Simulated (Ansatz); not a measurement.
BH3InN

The calculation's input:

```
crystal:
  periodic: [false, false, false]
  atoms:
    - { symbol: B, position_ang: [-0.99601, -1.54838, -0.57006] }
    - { symbol: "N", position_ang: [-0.34682, -0.53541, -0.20069] }
    - { symbol: In, position_ang: [0.69165, 1.07207, 0.39555] }
    - { symbol: H, position_ang: [-1.58832, -2.46454, -0.91278] }
    - { symbol: H, position_ang: [1.42452, 2.07356, -0.78461] }
    - { symbol: H, position_ang: [0.81498, 1.4027, 2.07259] }
basis:
  gaussian: { orbitals: def2-SVP }
hamiltonian:
  xc: revpbe
  dispersion: d4
relax:
  f_tol: 0.02
  max_steps: 50
output:
  orbitals: {}
```

Run with:

```sh
ansatz run input.yaml --threads 1 --pin off --max-ram 2048MiB --backend cpu --events-out ev --progress --plain --runs-dir out
```

The fields are those of the relaxed geometry.

Core potentials replace the inner electrons of In.

Computed with RKS revPBE-D4/def2-SVP in Ansatz 0.2.0.

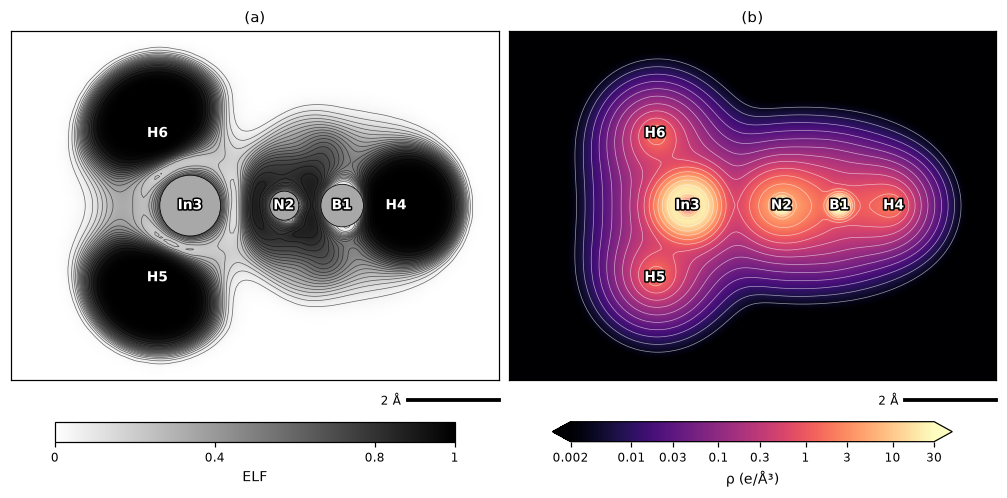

Figure 1. (a) ELF; (b) electron density on the molecular plane. Grey discs cover the atomic cores in the ELF map.

### What do the fields say about this system?

The section cuts through B, N, In and H sites. B–N (1.27 Å): ρ at the midpoint is about 2.4 e/Å³; the ELF peaks at about 0.85 between the atoms; a shared but strongly polarised pair. In–N (2.07 Å): the density is about 0.63 e/Å³ at the midpoint; the ELF peaks at about 0.90 in the valence shell of N, 0.6 Å from its nucleus, and drops to about 0.15 between the two atoms. B–H (1.19 Å): ρ at the midpoint is about 1.2 e/Å³; the ELF climbs to about 1 towards the hydrogen, as it does in any bond to H: a covalent bond by its length. In–H (1.73 Å): ρ is about 1.1 e/Å³ halfway; the ELF climbs to about 1 towards the hydrogen.

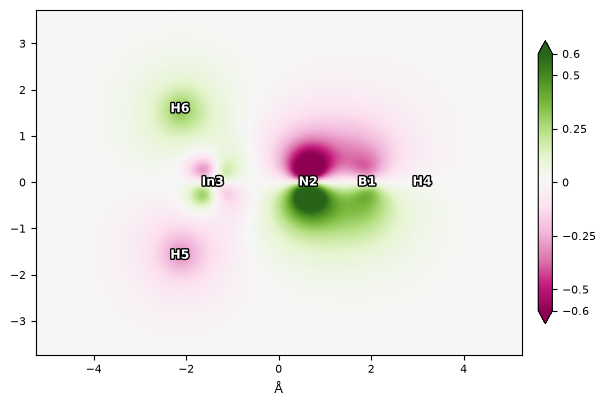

Figure 2. The HOMO on the molecular plane (values in Å⁻³ᐟ²; the overall sign is arbitrary).

### Where does this orbital lie, and at what energy?

By Hirshfeld shares it lies mainly on N2 (about 50 %), B1 (about 25 %) and In3 (about 10 %); it is symmetric in the molecular plane (an in-plane orbital: σ, lone-pair or in-plane π type). Its energy is −6.24 eV.

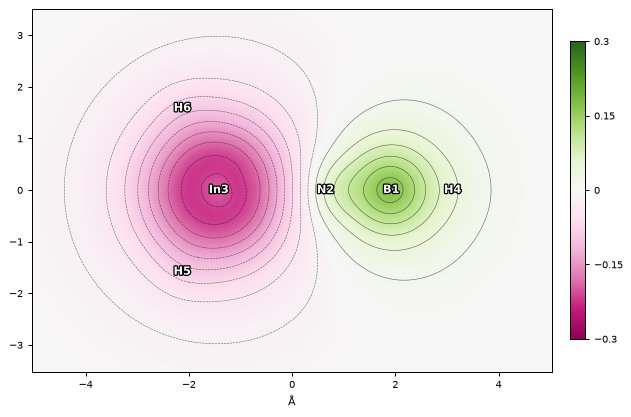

Figure 3. One frontier orbital on a plane 0.8 Å above the molecular plane (values in Å⁻³ᐟ²; the overall sign is arbitrary).

### Which orbital is it: HOMO or LUMO?

The LUMO, at −2.34 eV. It lies mainly on In3 (about 80 %) and B1 (about 10 %); it changes sign across the molecular plane (π type).
